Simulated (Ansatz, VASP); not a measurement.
# CdCuCl3: VASP beside Ansatz, part 2 of 2

Wanted: the spread between two codes on one cell, functional and k mesh. The cell is invented: As first built, before any earlier steps moved the atoms (in the runner's words): it takes the CsCdCl3 structure with some of its atoms replaced by other elements, volume scaled by an estimate. It may not be a known or stable phase. The cell is taken from a series of VASP runs on this material, whose earlier steps may have relaxed, scaled or displaced it; both programs get it as it stands. Valence electrons are named where the data sets of a main pair hold unlike numbers.

VASP 6.6.1 and Ansatz 0.2.0.

So far. Step 3 (Ansatz: single point, r2SCAN): The run ends at a pressure of 0.12 GPa.

## 6. VASP: band structure, r2SCAN

Level of this step: r2SCAN, no spin polarisation; plane waves and PAW (Cd, Cu, Cl); invented cell (VASP).

The same cell, functional, mesh and smearing now go to VASP, with its own data sets.

File INCAR:

```
SYSTEM = CdCuCl3
PREC = Accurate
ENCUT = 400
EDIFF = 1E-06
NELM = 100
ISMEAR = 0
SIGMA = 0.05
LREAL = .FALSE.
ALGO = Normal
METAGGA = R2SCAN
LASPH = .TRUE.
NBANDS = 37
LORBIT = 11
LWAVE = .FALSE.
LCHARG = .FALSE.
KPAR = 2
```

File POSCAR:

```
CdCuCl3
1.0
    5.0933261940      0.0000000000      0.0000000000
    0.0000000000      5.0933261940      0.0000000000
    0.0000000000      0.0000000000      5.0933261940
Cd Cu Cl
1 1 3
Direct
    0.5000000000      0.5000000000      0.5000000000
    0.0000000000      0.0000000000      0.0000000000
    0.0000000000      0.5000000000      0.5000000000
    0.5000000000      0.0000000000      0.5000000000
    0.5000000000      0.5000000000      0.0000000000
```

File KPOINTS:

```
Automatic mesh
0
Gamma
5 5 5
0 0 0
```

File KPOINTS_OPT:

```
Line mode
16
Line-mode
Reciprocal
  0.00000000   0.00000000   0.00000000 GAMMA
  0.00000000   0.50000000   0.00000000 X

  0.00000000   0.50000000   0.00000000 X
  0.50000000   0.50000000   0.00000000 M

  0.50000000   0.50000000   0.00000000 M
  0.00000000   0.00000000   0.00000000 GAMMA

  0.00000000   0.00000000   0.00000000 GAMMA
  0.50000000   0.50000000   0.50000000 R

  0.50000000   0.50000000   0.50000000 R
  0.00000000   0.50000000   0.00000000 X

  0.50000000   0.50000000   0.00000000 M
  0.50000000   0.50000000   0.50000000 R
```

PAW data sets: Cd, Cu and Cl (PBE family, release 64).

Started as:

```console
> mpirun -np 2 vasp_std
```

Numbers of over 12 decimals in the logs are rounded to 6 here.

Log:

```text
[banner, memory and clock lines left out]
running    2 mpi-ranks, on    1 nodes
[...]
[... a notice as in an earlier step ...]

 LDA part: xc-table for (None), standard interpolation
 POSCAR, INCAR and KPOINTS ok, starting setup
[...]
entering main loop
       N       E                     dE             d eps       ncg     rms          rms(c)
DAV:   1     0.299069373962E+03    0.29907E+03   -0.16607E+04   740   0.967E+02
DAV:   2    -0.236523671558E+02   -0.32272E+03   -0.29680E+03   780   0.269E+02
DAV:   3    -0.614235373385E+02   -0.37771E+02   -0.36662E+02   931   0.995E+01
DAV:   4    -0.628138172937E+02   -0.13903E+01   -0.13852E+01   886   0.199E+01
[...]
DAV:  12    -0.512971408351E+02   -0.14607E-03   -0.17171E-04   907   0.917E-02    0.167E-02
DAV:  13    -0.512971384626E+02    0.23725E-05   -0.70844E-06   951   0.139E-02    0.369E-03
DAV:  14    -0.512971380899E+02    0.37270E-06   -0.51771E-07   520   0.512E-03
   1 F= -.51297138E+02 E0= -.51297138E+02  d E =-.809055E-11
 Start KPOINTS_OPT (optional k-point list driver)
k-point batch [1-10\96]
       N       E                     dE             ncg
DAV:   1     0.168192397932E+04    0.31600E+01      740
DAV:   2    -0.158430704510E+04   -0.32662E+04      807
DAV:   3    -0.196587862114E+04   -0.38157E+03      910
DAV:   4    -0.198069695237E+04   -0.14818E+02      884
DAV:   5    -0.198117222914E+04   -0.47528E+00     1003
DAV:   6    -0.198119185426E+04   -0.19625E-01     1036
DAV:   7    -0.198119194115E+04   -0.86891E-04      998
DAV:   8    -0.198119194283E+04   -0.16762E-05      745
DAV:   9    -0.198119194294E+04   -0.10869E-06      560
[...]
k-point batch [91-96\96]
       N       E                     dE             ncg
DAV:   1     0.535262317004E+04   -0.60429E+04      444
DAV:   2     0.339543015885E+04   -0.19572E+04      472
DAV:   3     0.316109706666E+04   -0.23433E+03      595
DAV:   4     0.315335488589E+04   -0.77422E+01      528
DAV:   5     0.315309900338E+04   -0.25588E+00      530
DAV:   6     0.315308400146E+04   -0.15002E-01      659
DAV:   7     0.315308371160E+04   -0.28985E-03      575
DAV:   8     0.315308370987E+04   -0.17364E-05      507
DAV:   9     0.315308370977E+04   -0.10246E-06      380
```

Parts of OUTCAR (step 6):

```text
  Total       -0.0060237     -0.0060237     -0.0060237      0.0000000     -0.0000000      0.0000000
  in kB       -0.0730411     -0.0730411     -0.0730411      0.0000000     -0.0000000      0.0000000
  external PRESSURE =      -0.0730411 kB  Pullay stress =       0.0000000 kB

  FREE ENERGIE OF THE ION-ELECTRON SYSTEM (eV)
  ---------------------------------------------------
  free  energy   TOTEN  =       -51.2971380899 eV

  energy  without entropy=      -51.2971380899  energy(sigma->0) =      -51.29713809

[... 2 parts as in an earlier step ...]

[... 2 further parts left out ...]
[key lines of the parts left out:]
E-fermi :   0.1416
```

Spin-orbit coupling is off here; it would split degenerate levels.

## 7. Differences

What differs besides the data sets and the points named for the pairs above, as far as they apply: the data sets hold 60 valence electrons in Ansatz (on its default PAW (the set named soft_2) files) and 44 in VASP. Total energies have different zeros and are not compared.

Both answers:

```csv
quantity,Ansatz,VASP,difference
pressure (GPa),0.12,-0.01,+0.13
gap over the path points (eV),1.193,1.128,+0.065
```

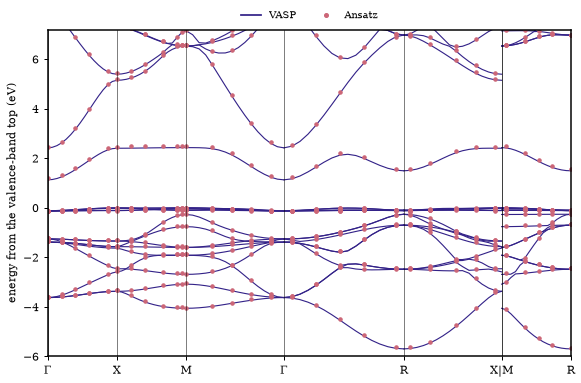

Bands from VASP (lines) and levels from Ansatz (dots). Dots without a line are higher empty bands that the VASP plot leaves out.

Levels at points of the path, from each program's valence-band top (eV; 4 filled, then empty):

```csv
k (reciprocal lattice),Ansatz,VASP
0.000 0.000 0.000,-0.14 -0.12 -0.12 -0.12 1.19 2.47 8.36,-0.14 -0.12 -0.12 -0.12 1.13 2.42 8.30
0.000 0.100 0.000,-0.12 -0.12 -0.11 -0.11 1.31 2.67 7.67,-0.12 -0.12 -0.10 -0.10 1.25 2.62 7.63
0.000 0.200 0.000,-0.12 -0.09 -0.08 -0.08 1.60 3.22 6.91,-0.12 -0.09 -0.08 -0.08 1.54 3.17 6.87
0.000 0.300 0.000,-0.12 -0.06 -0.04 -0.04 1.98 4.00 6.20,-0.12 -0.06 -0.04 -0.04 1.91 3.96 6.15
0.000 0.433 0.000,-0.11 -0.03 -0.01 -0.01 2.40 5.00 5.53,-0.11 -0.03 -0.01 -0.01 2.33 4.96 5.49
0.000 0.500 0.000,-0.10 -0.02 -0.01 -0.01 2.47 5.19 5.43,-0.10 -0.02 0.00 0.00 2.40 5.15 5.39
0.100 0.500 0.000,-0.10 -0.03 -0.02 -0.01 2.48 5.27 5.53,-0.10 -0.03 -0.02 0.00 2.41 5.23 5.49
0.200 0.500 0.000,-0.08 -0.04 -0.04 0.00 2.48 5.54 5.80,-0.07 -0.04 -0.04 0.00 2.41 5.50 5.76
0.333 0.500 0.000,-0.08 -0.04 -0.03 0.00 2.49 6.18 6.31,-0.08 -0.04 -0.03 0.00 2.42 6.13 6.27
0.433 0.500 0.000,-0.08 -0.03 -0.01 0.00 2.50 6.52 6.59,-0.08 -0.03 -0.01 0.00 2.43 6.47 6.55
```

Among the levels compared at these points, filled levels agree within 2 meV and empty ones within 69 meV. Ansatz's pressure holds a Pulay correction of 0.04 GPa; VASP's holds none.

## 8. VASP: band structure, r2SCAN, spin-orbit coupling

Levels along a path test the potential and the projectors away from the mesh points.

Changes to INCAR since step 6:

```diff
@@ -11,3 +11,8 @@
 LASPH = .TRUE.
-NBANDS = 37
+LNONCOLLINEAR = .TRUE.
+MAGMOM = 0 0 0 0 0 0 0 0 0 0 0 0 0 0 0
+NBANDS = 56
+GGA_COMPAT = .FALSE.
+LSORBIT = .TRUE.
+LMAXMIX = 4
 LORBIT = 11
```

POSCAR is that of step 6.

File KPOINTS:

```
Automatic mesh
0
Gamma
4 4 4
0 0 0
```

KPOINTS_OPT is that of step 6.

Started as:

```console
> mpirun -np 2 vasp_ncl
```

Log:

```text
[... set-up lines as in an earlier step ...]
 entering main loop
       N       E                     dE             d eps       ncg     rms          rms(c)
DAV:   1     0.363974783849E+03    0.36397E+03   -0.16509E+04  1120   0.130E+03
DAV:   2     0.645101482275E+00   -0.36333E+03   -0.34131E+03  1200   0.361E+02
DAV:   3    -0.592538004897E+02   -0.59899E+02   -0.57961E+02  1520   0.153E+02
DAV:   4    -0.628213160997E+02   -0.35675E+01   -0.35456E+01  1584   0.409E+01
[...]
DAV:  13    -0.513279991731E+02   -0.53479E-04   -0.12757E-04  1352   0.102E-01    0.119E-02
DAV:  14    -0.513279994709E+02   -0.29777E-06   -0.11513E-05  1624   0.279E-02    0.396E-03
DAV:  15    -0.513280002716E+02   -0.80076E-06   -0.44648E-07   856   0.635E-03
   1 F= -.51328000E+02 E0= -.51328000E+02  d E =-.452180E-12  mag=     0.0000     0.0000     0.0000
 Start KPOINTS_OPT (optional k-point list driver)
k-point batch [1-10\96]
       N       E                     dE             ncg
DAV:   1     0.225340753834E+04    0.11580E+04     1120
DAV:   2    -0.135842159119E+04   -0.36118E+04     1200
DAV:   3    -0.194463617781E+04   -0.58621E+03     1400
DAV:   4    -0.198032781406E+04   -0.35692E+02     1400
DAV:   5    -0.198175030411E+04   -0.14225E+01     1488
DAV:   6    -0.198180999051E+04   -0.59686E-01     1520
DAV:   7    -0.198181064348E+04   -0.65297E-03     1520
DAV:   8    -0.198181065715E+04   -0.13668E-04     1304
DAV:   9    -0.198181065732E+04   -0.17425E-06      776
[...]
k-point batch [91-96\96]
       N       E                     dE             ncg
DAV:   1     0.555117911858E+04   -0.54648E+04      672
DAV:   2     0.340371645305E+04   -0.21475E+04      736
DAV:   3     0.309036466447E+04   -0.31335E+03      864
DAV:   4     0.307164489966E+04   -0.18720E+02      808
DAV:   5     0.307074044808E+04   -0.90445E+00     1032
DAV:   6     0.307073016975E+04   -0.10278E-01      936
DAV:   7     0.307072965688E+04   -0.51287E-03     1040
DAV:   8     0.307072965194E+04   -0.49362E-05      784
DAV:   9     0.307072965186E+04   -0.83515E-07      632
```

OUTCAR, selected parts (step 8):

```text
  Total       -0.0238887     -0.0238887     -0.0238887      0.0000000     -0.0000000      0.0000000
  in kB       -0.2896663     -0.2896663     -0.2896663      0.0000000     -0.0000000      0.0000000
  external PRESSURE =      -0.2896663 kB  Pullay stress =       0.0000000 kB

  FREE ENERGIE OF THE ION-ELECTRON SYSTEM (eV)
  ---------------------------------------------------
  free  energy   TOTEN  =       -51.3280002716 eV

  energy  without entropy=      -51.3280002716  energy(sigma->0) =      -51.32800027

 magnetization (x)
# of ion       s       p       d       tot
------------------------------------------
    1        0.000  -0.000  -0.000  -0.000
    2       -0.000  -0.000  -0.000  -0.000
    3        0.000   0.000   0.000   0.000
    4        0.000   0.000   0.000   0.000
    5        0.000   0.000   0.000   0.000
--------------------------------------------------
tot         -0.000  -0.000  -0.000  -0.000

 magnetization (y)
# of ion       s       p       d       tot
------------------------------------------
    1        0.000  -0.000   0.000   0.000
    2        0.000   0.000   0.000   0.000
    3        0.000   0.000   0.000   0.000
    4        0.000   0.000   0.000   0.000
    5        0.000  -0.000   0.000  -0.000
--------------------------------------------------
tot          0.000  -0.000   0.000   0.000

 magnetization (z)
# of ion       s       p       d       tot
------------------------------------------
    1       -0.000   0.000   0.000   0.000
    2       -0.000   0.000  -0.000  -0.000
    3        0.000  -0.000   0.000  -0.000
    4        0.000   0.000   0.000   0.000
    5        0.000   0.000   0.000   0.000
--------------------------------------------------
tot         -0.000   0.000  -0.000   0.000

[... 2 parts as in an earlier step ...]

[... 2 further parts left out ...]
[key lines of the parts left out:]
E-fermi :   0.2553
```

The run ends at a pressure of -0.03 GPa.

## 9. Ansatz: band structure, r2SCAN, spin-orbit coupling

The same cell, functional, mesh and smearing now go to Ansatz, which takes its cutoff from its data sets.

The cell is taken from a series of VASP runs on this material, whose earlier steps may have relaxed, scaled or displaced it; both programs get it as it stands.

File input.yaml:

```yaml
crystal:
  lattice:
    - [5.093326194, 0.0, 0.0]
    - [0.0, 5.093326194, 0.0]
    - [0.0, 0.0, 5.093326194]
  atoms:
    - { symbol: Cd, position: [0.5, 0.5, 0.5] }
    - { symbol: Cu, position: [0.0, 0.0, 0.0] }
    - { symbol: Cl, position: [0.0, 0.5, 0.5] }
    - { symbol: Cl, position: [0.5, 0.0, 0.5] }
    - { symbol: Cl, position: [0.5, 0.5, 0.0] }
hamiltonian:
  xc: r2scan
  pseudopotentials: { kind: paw_fr }
magnetization:
  noncollinear: true
  spin_orbit: true
kpoints:
  mp_grid: { grid: [4, 4, 4] }
  band_path:
    path:
      - [0.0, 0.0, 0.0]
      - [0.0, 0.1, 0.0]
      - [0.0, 0.2, 0.0]
      - [0.0, 0.3, 0.0]
      - [0.0, 0.43333, 0.0]
      - [0.0, 0.5, 0.0]
      - [0.1, 0.5, 0.0]
      - [0.2, 0.5, 0.0]
      - [0.33333, 0.5, 0.0]
      - [0.43333, 0.5, 0.0]
      - [0.5, 0.5, 0.0]
      - [0.36667, 0.36667, 0.0]
      - [0.26667, 0.26667, 0.0]
      - [0.16667, 0.16667, 0.0]
      - [0.06667, 0.06667, 0.0]
      - [0.03333, 0.03333, 0.03333]
      - [0.13333, 0.13333, 0.13333]
      - [0.23333, 0.23333, 0.23333]
      - [0.33333, 0.33333, 0.33333]
      - [0.46667, 0.46667, 0.46667]
      - [0.46667, 0.5, 0.46667]
      - [0.36667, 0.5, 0.36667]
      - [0.23333, 0.5, 0.23333]
      - [0.13333, 0.5, 0.13333]
      - [0.03333, 0.5, 0.03333]
      - [0.5, 0.5, 0.03333]
      - [0.5, 0.5, 0.16667]
      - [0.5, 0.5, 0.26667]
      - [0.5, 0.5, 0.36667]
      - [0.5, 0.5, 0.5]
    npoints: 1
scf:
  occupations: { method: gaussian, width: 0.05 }
  n_extra_bands: 16
output:
  forces: true
  stress: true
  eigenvalues: true
  write_density: true
  write_potential: true
  elf: true
  volumetric_format: npy
```

Started as:

```console
> ansatz run input.yaml --threads 2 --pin off --max-ram 4608MiB --backend cpu --events-out ev --progress --plain --runs-dir out
```

Log:

```text
[...]
non-collinear run that drives no moment, with spin-orbit: no starting moment large enough to seed its density (crystal.atoms[].spin), no starting occupations that ask for one, no magnetisation constraint and no magnetic field, so the semilocal B_xc is pinned to zero
Crystal: 5 atoms, lattice volume = 132.131 Å³
[...]
k-point 0: bands = [... 56 lower, 3.2783, 3.2783, 3.2895, 3.2895, 4.4927, 4.4927, 5.7719, 5.7719, ... 12 higher]
  k-point 1: bands = [... 56 lower, 3.3129, 3.3129, 3.3401, 3.3401, 5.0871, 5.0871, 6.8912, 6.8912, ... 12 higher]
  k-point 2: bands = [... 56 lower, 3.3493, 3.3493, 3.3918, 3.3918, 5.7711, 5.7711, 8.4900, 8.4900, ... 12 higher]
  k-point 9: bands = [... 56 lower, 3.3046, 3.3046, 3.3046, 3.3046, 4.8589, 4.8589, 10.0704, 10.0704, ... 12 higher]
[key lines of the parts left out:]
SCF converged after 10 iterations
Magnetization: |M| = 0.0000 μB,  M = (+0.0000, +0.0000, +0.0000) μB
Free energy (F): -18141.507284 eV
Fermi energy:    3.946392 eV
P = ⅓ Tr σ = 0.1062 GPa (1.062 kbar)
```

Run time: 57 s. Hardware: 2 threads of Arm Neoverse V2, shared host; peak memory 1.1 GiB; 1.9 min of CPU time.

## 10. Comparison

What differs besides the data sets and the points named for the pairs above, as far as they apply: spin-orbit coupling enters by fully relativistic files in Ansatz and inside the spheres in VASP; the data sets hold 60 valence electrons in Ansatz (on its fully relativistic PAW (standard-fr) files) and 44 in VASP. Total energies have different zeros and are not compared.

Both answers:

```csv
quantity,Ansatz,VASP,difference
pressure (GPa),0.11,-0.03,+0.14
gap over the path points (eV),1.095,1.029,+0.066
```

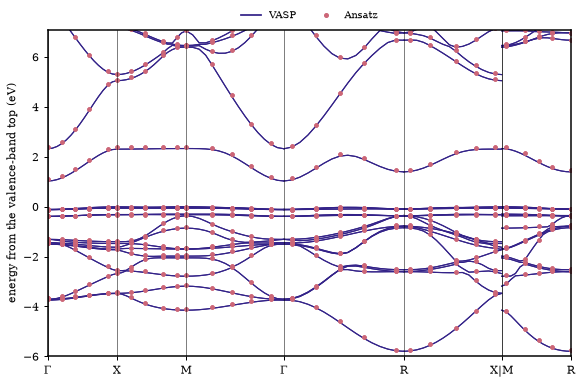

Bands from VASP (lines) and levels from Ansatz (dots). Dots without a line are higher empty bands that the VASP plot leaves out.

Levels at points of the path, from each program's valence-band top (eV; 8 filled, then empty):

```csv
k (reciprocal lattice),Ansatz,VASP
0.000 0.000 0.000,-0.39 -0.39 -0.12 -0.12 -0.12 -0.12 -0.11 -0.11 1.09 1.09 2.37 2.37 8.18 8.18,-0.39 -0.39 -0.12 -0.12 -0.12 -0.12 -0.11 -0.11 1.03 1.03 2.32 2.32 8.12 8.13
0.000 0.100 0.000,-0.38 -0.38 -0.11 -0.11 -0.11 -0.11 -0.10 -0.10 1.21 1.21 2.57 2.57 7.57 7.57,-0.38 -0.38 -0.11 -0.11 -0.11 -0.11 -0.10 -0.10 1.15 1.15 2.52 2.52 7.53 7.53
0.000 0.200 0.000,-0.36 -0.36 -0.10 -0.10 -0.10 -0.10 -0.07 -0.07 1.51 1.51 3.12 3.12 6.81 6.81,-0.36 -0.36 -0.10 -0.10 -0.10 -0.10 -0.07 -0.07 1.44 1.44 3.08 3.08 6.76 6.76
0.000 0.300 0.000,-0.34 -0.34 -0.08 -0.08 -0.07 -0.07 -0.04 -0.04 1.88 1.88 3.90 3.90 6.10 6.10,-0.34 -0.34 -0.08 -0.08 -0.07 -0.07 -0.04 -0.04 1.81 1.81 3.86 3.86 6.05 6.05
0.000 0.433 0.000,-0.32 -0.32 -0.06 -0.06 -0.05 -0.05 -0.01 -0.01 2.30 2.30 4.91 4.91 5.43 5.43,-0.32 -0.32 -0.06 -0.06 -0.05 -0.05 -0.01 -0.01 2.24 2.24 4.86 4.86 5.39 5.39
0.000 0.500 0.000,-0.31 -0.31 -0.06 -0.06 -0.05 -0.05 -0.01 -0.01 2.37 2.37 5.09 5.09 5.33 5.33,-0.32 -0.32 -0.06 -0.06 -0.05 -0.05 -0.01 -0.01 2.31 2.31 5.05 5.05 5.29 5.29
0.100 0.500 0.000,-0.31 -0.31 -0.06 -0.06 -0.05 -0.05 -0.01 -0.01 2.38 2.38 5.18 5.18 5.43 5.43,-0.32 -0.32 -0.06 -0.06 -0.05 -0.05 -0.01 -0.01 2.31 2.31 5.13 5.13 5.39 5.39
0.200 0.500 0.000,-0.31 -0.31 -0.06 -0.06 -0.04 -0.04 -0.02 -0.02 2.38 2.38 5.44 5.44 5.71 5.71,-0.31 -0.31 -0.06 -0.06 -0.04 -0.04 -0.02 -0.02 2.31 2.31 5.40 5.40 5.66 5.66
0.333 0.500 0.000,-0.30 -0.30 -0.06 -0.06 -0.04 -0.04 -0.01 -0.01 2.40 2.40 6.08 6.08 6.21 6.21,-0.30 -0.30 -0.06 -0.06 -0.04 -0.04 -0.01 -0.01 2.33 2.33 6.03 6.03 6.17 6.17
0.433 0.500 0.000,-0.30 -0.30 -0.06 -0.06 -0.04 -0.04 0.00 0.00 2.40 2.40 6.41 6.41 6.48 6.48,-0.30 -0.30 -0.06 -0.06 -0.04 -0.04 0.00 0.00 2.33 2.33 6.36 6.36 6.44 6.44
```

Among the levels compared at these points, filled levels agree within 26 meV and empty ones within 70 meV. Ansatz's pressure holds a Pulay correction of 0.04 GPa; VASP's holds none.

## 11. Summary of results

| Quantity | Value |
| --- | --- |
| difference in gap on the k mesh (single point, r2SCAN) | 0.065 eV |
| largest difference of a filled level at the path points (band structure, r2SCAN) | 1.7 meV |
| difference in gap over the path points (band structure, r2SCAN) | 0.065 eV |
| largest difference of a filled level at the path points (band structure, r2SCAN, spin-orbit coupling) | 26 meV |
| difference in gap over the path points (band structure, r2SCAN, spin-orbit coupling) | 0.066 eV |

In words: The difference in gap over the path points is 0.066 eV (band structure, r2SCAN, spin-orbit coupling), within the 0.08 eV picked in this series as the mark of a large difference. The data sets hold unlike numbers of valence electrons (60 in Ansatz and 44 in VASP), so part of the differences comes from the potentials. Such differences can come from data sets, numerical settings and the points named under the comparisons, not from the functional's error against experiment.

[Lines on the potential files, build, host, timing and source positions are cut from VASP's logs without a mark.]

[Logs are printed without paths, hosts, clocks, repeated set-up lines and the standing remarks that a program may print on its own settings, such as how far it seeks lower states.]

[Hosts, paths, dates, database ids (printed as entryN), source tags and the programs' standing remarks are cut or masked in the printed files.]
